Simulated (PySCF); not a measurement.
# [NH4]+ (ammonium): BLYP/def2-TZVPP

What is the vertical singlet–triplet gap of [NH4]+ (ammonium) at BLYP/def2-TZVPP? The job is set up through a Python script.

The calculation is run with PySCF 2.14.0.

3 further runs of the same task are left out: 1 that didn't finish, 2 set aside as unsound or not needed.

### Step 1. The system as given

[NH4]+: 5 atoms, total charge +1, spin state singlet. As SMILES, `[NH4+]`. Geometry: relaxed at PBE0-D4/def2-TZVP.

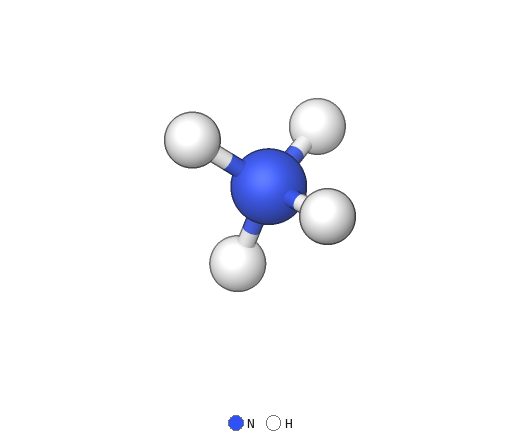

Viewed from a chosen angle; nitrogen blue, hydrogen white.

### Step 2. The energy at BLYP/def2-TZVPP

calc.py

```python
from pyscf import gto, dft

system = gto.M(
    atom='''
N      0.000019     0.000019     0.000000
H      0.856670    -0.846333     1.513690
H     -1.837626     0.408521     0.444482
H      0.045240    -1.197066    -1.518678
H      0.935717     1.634859    -0.439513
''',
    charge=1,
    verbose=3,
    max_memory=1860,
    basis='def2-tzvpp',
    unit='bohr',
)

myscf = dft.RKS(system)
myscf.xc = 'blyp'
myscf.grids.level = 5
myscf.conv_tol = 1e-10
myscf.kernel()
if not myscf.converged:
    myscf = myscf.newton().run(myscf.mo_coeff, myscf.mo_occ)

e_final = myscf.e_tot
print(f'total energy: {e_final:.8f} hartree')
```

Command:

```bash
OMP_NUM_THREADS=1 python calc.py
```

Output:

```text
converged SCF energy = -56.8973457860477
total energy: -56.89734579 hartree
```

Run time: 9.3 s. Hardware: 1 thread of Arm Neoverse N1, shared host; peak memory 0.4 GiB.

### Step 3. The triplet, same level

start.xyz

```xyz
5

N      0.000010     0.000010     0.000000
H      0.453330    -0.447860     0.801010
H     -0.972430     0.216180     0.235210
H      0.023940    -0.633460    -0.803650
H      0.495160     0.865130    -0.232580
```

calc.py

```python
from pyscf import gto, dft

mol = gto.Mole()
mol.atom = 'start.xyz'
mol.max_memory = 1860
mol.charge = 1
mol.spin = 2
mol.basis = 'def2-tzvpp'
mol.verbose = 3
mol.build()

myscf = dft.UKS(mol)
myscf.xc = 'blyp'
myscf.conv_tol = 1e-10
myscf.grids.level = 5
myscf.kernel()
if not myscf.converged:
    myscf = myscf.newton().run(myscf.mo_coeff, myscf.mo_occ)

e_final = myscf.e_tot
print('E = %.10f Eh' % e_final)
```

Command:

```bash
OMP_NUM_THREADS=1 python calc.py
```

Output:

```text
WARN: HOMO -0.0282071053203197 >= LUMO -0.497590261996083

WARN: HOMO -0.381418210190485 >= LUMO -0.961523465417528

WARN: HOMO -0.343731256448969 >= LUMO -0.883277263303065

WARN: HOMO -0.335335226212976 >= LUMO -0.862091560124431

WARN: HOMO -0.33140001213831 >= LUMO -0.854185075042619

WARN: HOMO -0.331444609763096 >= LUMO -0.854120689187277

WARN: HOMO -0.332029525123367 >= LUMO -0.853691159579498

WARN: HOMO -0.33212751396897 >= LUMO -0.853903548858791

WARN: HOMO -0.332134114748669 >= LUMO -0.853991115069034

WARN: HOMO -0.33211357909677 >= LUMO -0.853983242152417

WARN: HOMO -0.332081235041919 >= LUMO -0.854151564148806

WARN: HOMO -0.332062110397636 >= LUMO -0.854248782508053

WARN: HOMO -0.332039190572949 >= LUMO -0.854296394545106

WARN: HOMO -0.332015899580334 >= LUMO -0.854208067678772

WARN: HOMO -0.332048690846435 >= LUMO -0.854301394067802

WARN: HOMO -0.332048516659754 >= LUMO -0.854307986913895

WARN: HOMO -0.332039423351233 >= LUMO -0.854263915539559

WARN: HOMO -0.33208425897697 >= LUMO -0.854169202459213

WARN: HOMO -0.332059863551279 >= LUMO -0.854071355203482

WARN: HOMO -0.33205861410341 >= LUMO -0.853930746788297

WARN: HOMO -0.332049924160764 >= LUMO -0.853947168911467

WARN: HOMO -0.332057285165277 >= LUMO -0.853913783193617

WARN: HOMO -0.332058259721421 >= LUMO -0.853901581920417

WARN: HOMO -0.33205435940296 >= LUMO -0.853907087193618

WARN: HOMO -0.33205488877973 >= LUMO -0.853914476321617

WARN: HOMO -0.332055295842252 >= LUMO -0.853911768029431

WARN: HOMO -0.332055338642412 >= LUMO -0.85391141983637

WARN: HOMO -0.332055310573622 >= LUMO -0.853911411984029

converged SCF energy = -56.3760363149461  <S^2> = 2.0019495  2S+1 = 3.0012994
E = -56.3760363149 Eh
```

Run time: 46 s. Hardware: 1 thread of Arm Neoverse N1, shared host; peak memory 0.42 GiB.

### Step 4. Outcome

At BLYP/def2-TZVPP:

```
                                        quantity         value
                           singlet: total energy  -56.89735 Eh
                            singlet: HOMO energy     -20.93 eV
                            singlet: LUMO energy      -6.94 eV
                          singlet: HOMO–LUMO gap      13.99 eV
                           triplet: total energy  -56.37604 Eh
     triplet: HOMO energy (highest over α and β)      -9.04 eV
                                   triplet: ⟨S²⟩         2.002
vertical energy of the triplet above the singlet     14.186 eV
```

**Reading.** At this shape the triplet lies 14.19 eV (327 kcal/mol) above the singlet. Mulliken charges (singlet) run from -0.01 on N1 to +0.25 on H2; they depend strongly on the basis. Mulliken charges (triplet) run from -0.00 on H4 to +0.77 on N1; they depend strongly on the basis.
